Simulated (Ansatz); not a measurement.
Input file:

```
crystal:
  lattice:
    - [-1.9048019546, 2.6898166747, 12.3655848875]
    - [1.9048019546, -2.6898166747, 12.3655848875]
    - [1.9048019546, 2.6898166747, -12.3655848875]
  atoms:
    - { symbol: Hf, position: [0.92095, 0.92095, 0.0] }
    - { symbol: Hf, position: [0.07905, 0.07905, 0.0] }
    - { symbol: Pd, position: [0.68332, 0.68332, 0.0] }
    - { symbol: Pd, position: [0.31668, 0.31668, 0.0] }
    - { symbol: Se, position: [0.61777, 0.11777, 0.5] }
    - { symbol: Se, position: [0.38223, 0.88223, 0.5] }
    - { symbol: Br, position: [0.7866, 0.7866, 0.0] }
    - { symbol: Br, position: [0.2134, 0.2134, 0.0] }
    - { symbol: O, position: [0.90121, 0.40121, 0.5] }
    - { symbol: O, position: [0.09879, 0.59879, 0.5] }
    - { symbol: O, position: [0.0, 0.0, 0.0] }
hamiltonian:
  xc: pbe
  pseudopotentials: { kind: paw }
kpoints:
  mp_grid: { grid: [9, 9, 9] }
scf:
  occupations: { method: fermi_dirac, width: 0.05 }
output:
  forces: true
  stress: true
  eigenvalues: true
  write_density: true
  write_potential: true
  elf: true
  volumetric_format: npy
```

Run with:

```sh
ansatz run input.yaml --threads 8 --pin off --max-ram 20480MiB --backend cpu --events-out ev --progress --plain --runs-dir out
```

Below, planes, directions and counts refer to the conventional cell (a = 3.81 Å, b = 5.38 Å, c = 24.73 Å, α = 90.00°, β = 90.00°, γ = 90.00°).

Space group Immm; a generated structure, not necessarily the stable one.

Theory: Kohn-Sham DFT of a periodic cell, PBE, Ansatz PAW in Ansatz.

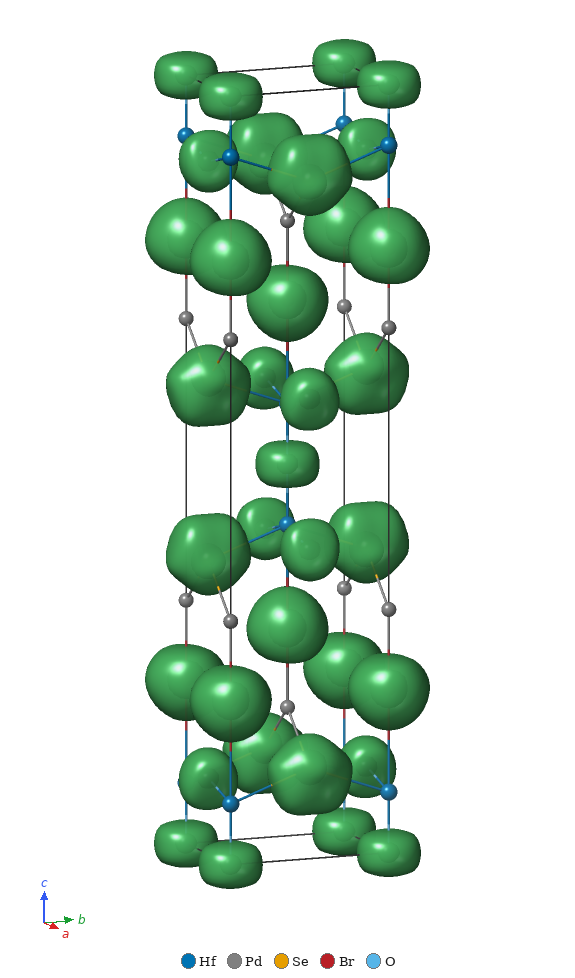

Hf2Pd2Se2Br2O3. Isosurface of the ELF at 0.65 (green), seen slightly off an axis. Core shells and regions of very low density are left out. Sticks mark near contacts.

Describe the localisation domains.

Answer. At this value the surface marks out four regions wrapped around Br (the valence shell of each), six regions wrapped around O (the valence shell of each) and four regions wrapped around Se (the valence shell of each), counted in one cell of 22 atoms. Regions shared between cells count once. Along the contacts the grid gives the following. Hf–O (1.95 Å): the ELF peaks at about 0.80 in the valence shell of O, 0.6 Å from its nucleus, and drops to about 0.20 between the two atoms (no localised pair shows between them). Pd–Se (2.50 Å): the ELF is about 0.40 at the midpoint.
